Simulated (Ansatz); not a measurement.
**One shape, several levels: [BH4]− (SMILES [H][B-]([H])([H])[H])**

Aim: a comparison of 6 runs (B2PLYP/3-21G, BHLYP/3-21G, HSE06/6-31G, UMP2/6-31G, CCSDT/3-21G, CCSD(T)/6-31G) of [BH4]−. 

The results are computed with Ansatz 0.2.0.

## (1) Starting point

The species is [BH4]− (5 atoms), meant as a singlet with charge -1. As SMILES, `[H][B-]([H])([H])[H]`. The H3–B1 distance was set to 1.536 Å, away from the relaxed value.

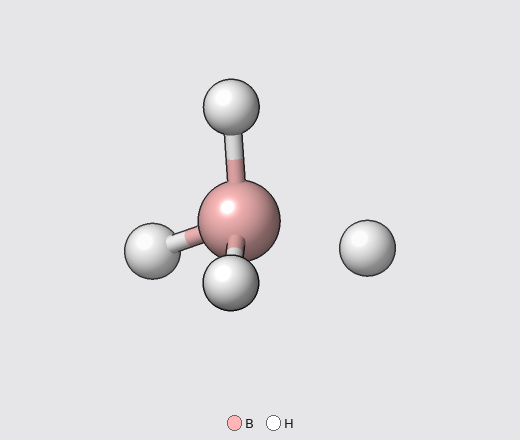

The structure, seen from a chosen angle (boron pink, hydrogen white).

## (2) A single-point energy at B2PLYP/3-21G (run 1)

run.yaml

```yaml
crystal:
  periodic: [false, false, false]
  atoms:
    - {symbol: B, position_ang: [-0.288635, -0.003197, 0.105130]}
    - {symbol: H, position_ang: [-0.276755, -0.023587, 1.334300]}
    - {symbol: H, position_ang: [1.154650, 0.011840, -0.420810]}
    - {symbol: H, position_ang: [-0.876235, 1.004803, -0.282380]}
    - {symbol: H, position_ang: [-0.867565, -1.001887, -0.315510]}
basis:
  gaussian: {orbitals: 3-21G.json}
total_charge: -1
hamiltonian: {xc: {name: B2PLYP}}
correlation: {frozen_orbitals: {B: 1, H: 0}}
accuracy: high
```

The basis set 3-21G is read from a file made from the Basis Set Exchange's data (not shown).

Launch:

```bash
$ ansatz run run.yaml --threads 1 --pin off --max-ram 2610MiB --events-out events.jsonl --progress --plain --runs-dir runs
```

The program printed:

```text
Warning: RAYON_NUM_THREADS=1 ignored (pool sized by the plan → 1); use --threads N
Functional definition: B2PLYP
  name "B2PLYP"
  parameter a = 0.53
  parameter c = 0.27
  exchange = (1 - a)*b88_x + a*exact_x
  correlation = (1 - c)*lyp_c + c*(mp2_os + mp2_ss)
342 factors; integrals over basis functions are off by at most 7.2e-9 eV
mean field evaluation 1: about -733.8609 eV, gradient 5.4e0 eV
mean field evaluation 2: about -733.8414 eV, gradient 5.4e0 eV
mean field evaluation 4: about -733.9911 eV, gradient 3.8e-1 eV
mean field evaluation 8: about -733.9916 eV, gradient 4.7e-4 eV
mean field -733.99160092 eV, -26.9736938165 hartree, gradient 1.3e-8 eV, S^2 0.000000; 0 other end points of the search recorded, 0 dependent functions left out
1 core orbitals not correlated: weight in the atoms' cores, before any rotation towards them, 1.000 or more for the frozen orbitals, at most 0.000 for the correlated occupied ones
reference -733.99161834 eV, -26.9736944566 hartree; 4, 4 occupied and 12, 12 virtual orbitals, 342 factors
second order -2.61003323 eV of doubles, -0.00000000 eV of singles
Total energy: -734.69632731 eV, -26.9995920337 hartree
```

Wall time 0.75 s (1 thread of Arm Neoverse V2, shared host); peak memory 0.098 GiB.

## (3) A single-point energy at BHLYP/3-21G (run 2)

input.yaml

```yaml
crystal:
  periodic: [false, false, false]
  atoms:
    - {symbol: B, position_ang: [-0.288635, -0.003197, 0.105130]}
    - {symbol: H, position_ang: [-0.276755, -0.023587, 1.334300]}
    - {symbol: H, position_ang: [1.154650, 0.011840, -0.420810]}
    - {symbol: H, position_ang: [-0.876235, 1.004803, -0.282380]}
    - {symbol: H, position_ang: [-0.867565, -1.001887, -0.315510]}
basis:
  gaussian:
    orbitals: 3-21G.json
total_charge: -1
hamiltonian:
  xc: {name: BHLYP}
accuracy: high
```

The basis set 3-21G is read from a file made from the Basis Set Exchange's data (not shown).

Launch:

```bash
$ ansatz run input.yaml --threads 1 --pin off --max-ram 2610MiB --events-out events.jsonl --progress --plain --runs-dir runs
```

The program printed:

```text
Warning: RAYON_NUM_THREADS=1 ignored (pool sized by the plan → 1); use --threads N
Functional definition: BHLYP
  name "BHLYP"
  parameter a = 0.5
[... 1 set-up line as earlier in the session ...]
  correlation = lyp_c
342 factors; integrals over basis functions are off by at most 7.2e-9 eV
mean field evaluation 1: about -735.7907 eV, gradient 5.1e0 eV
mean field evaluation 2: about -735.9209 eV, gradient 9.0e-1 eV
mean field evaluation 4: about -735.9034 eV, gradient 1.7e-1 eV
mean field evaluation 8: about -735.9035 eV, gradient 9.2e-4 eV
mean field -735.90350178 eV, -27.0439548770 hartree, gradient 1.7e-8 eV, S^2 0.000000; 0 other end points of the search recorded, 0 dependent functions left out
reference -735.90352033 eV, -27.0439555589 hartree; 5, 5 occupied and 12, 12 virtual orbitals, 342 factors
Total energy: -735.90352033 eV, -27.0439555589 hartree
```

It took 0.5 s on 1 thread of Arm Neoverse V2, shared host.

Runs 3 to 5 aren't shown in full; the table further down has their settings and results.

## (4) The energy at CCSD(T)/6-31G (run 6)

Edit run.yaml of step 2 so:

```diff
@@ -9,6 +9,10 @@
 basis:
-  gaussian: {orbitals: 3-21G.json}
+  gaussian:
+    orbitals: 6-31G
+correlation:
+  method: ccsd_t
+  frozen_orbitals: {B: 1, H: 0}
+scf:
+  omitted_lower_state_checks: [cluster_reference, increment]
+accuracy: high
 total_charge: -1
-hamiltonian: {xc: {name: B2PLYP}}
-correlation: {frozen_orbitals: {B: 1, H: 0}}
-accuracy: high
```

Launch:

```bash
$ ansatz run run.yaml --threads 1 --pin off --max-ram 2610MiB --events-out events.jsonl --progress --plain --runs-dir runs
```

The program printed:

```text
Warning: RAYON_NUM_THREADS=1 ignored (pool sized by the plan → 1); use --threads N
Functional definition: HF
  name "HF"
  exchange = exact_x
  correlation = 0
these checks for a lower state are left out or cut short: cluster_reference, increment
414 factors; integrals over basis functions are off by at most 2.4e-9 eV
mean field evaluation 1: about -732.3331 eV, gradient 1.1e1 eV
mean field evaluation 2: about -732.3305 eV, gradient 1.1e1 eV
mean field evaluation 4: about -732.9119 eV, gradient 7.3e-1 eV
mean field evaluation 8: about -732.9143 eV, gradient 2.2e-7 eV
mean field -732.91429606 eV, -26.9341035929 hartree, gradient 7.2e-8 eV, S^2 0.000000; 0 other end points of the search recorded, 0 dependent functions left out
1 core orbitals not correlated: weight in the atoms' cores, before any rotation towards them, 1.000 or more for the frozen orbitals, at most 0.000 for the correlated occupied ones
reference -732.91429606 eV, -26.9341035929 hartree; 4, 4 occupied and 12, 12 virtual orbitals, 414 factors
second order -2.10634246 eV of doubles, -0.00000000 eV of singles
cycle   1  -2.51851930 eV  change   -4.1e-1 eV  update   5.2e-2
cycle   2  -2.70233394 eV  change   -1.8e-1 eV  update   2.0e-2
cycle   3  -2.71336793 eV  change   -1.1e-2 eV  update   4.5e-3
cycle   4  -2.71274971 eV  change    6.2e-4 eV  update   9.8e-4
cycle   5  -2.71281405 eV  change   -6.4e-5 eV  update   2.3e-4
cycle   6  -2.71286397 eV  change   -5.0e-5 eV  update   4.5e-5
cycle   7  -2.71287707 eV  change   -1.3e-5 eV  update   1.1e-5
cycle   8  -2.71287719 eV  change   -1.2e-7 eV  update   2.4e-6
cycle   9  -2.71287690 eV  change    2.9e-7 eV  update   5.6e-7
cycle  10  -2.71287712 eV  change   -2.2e-7 eV  update   1.1e-7
cycle  11  -2.71287713 eV  change   -1.2e-8 eV  update   3.2e-8
cycle  12  -2.71287715 eV  change   -1.6e-8 eV  update   1.4e-8
cycle  13  -2.71287704 eV  change    1.2e-7 eV  update   5.5e-8
cycle  14  -2.71287700 eV  change    4.0e-8 eV  update   1.8e-8
cycle  15  -2.71287698 eV  change    1.2e-8 eV  update   4.1e-9
cycle  16  -2.71287698 eV  change    1.2e-9 eV  update   1.2e-9
cycle  17  -2.71287698 eV  change  -3.0e-10 eV  update  3.7e-10
perturbative correction -0.04729385 eV, -0.0017380168 hartree
Total energy: -735.67446689 eV, -27.0355380000 hartree
Checks for a lower state left out: cluster_reference, increment
```

It took 0.14 s on 1 thread of Arm Neoverse V2, shared host.

## (5) Overview of the runs

| run | level | frozen core orbitals | energy (Eh) | wall time |
| --- | --- | --- | --- | --- |
| 1 | B2PLYP/3-21G | 1 | -26.999592 | 0.75 s |
| 2 | BHLYP/3-21G | – | -27.043956 | 0.5 s |
| 3 | HSE06/6-31G | – | -27.163125 | 0.7 s |
| 4 | UMP2/6-31G | 1 | -27.011510 | 0.1 s |
| 5 | CCSDT/3-21G | 1 | -26.895081 | 0.24 s |
| 6 | CCSD(T)/6-31G | 1 | -27.035538 | 0.14 s |

## (6) Outcome

| quantity | value |
| --- | --- |
| run 6: total energy | -27.03554 Eh |
| run 6: correlation energy (1 core orbital frozen) | -101.4 mEh |
| run 6: (T) correction | -1.74 mEh |
| run 6: T1 diagnostic | 0.010 |

What this shows: Totals of different functionals can't be ranked against each other. All runs together took 2.4 s, the longest 0.75 s.
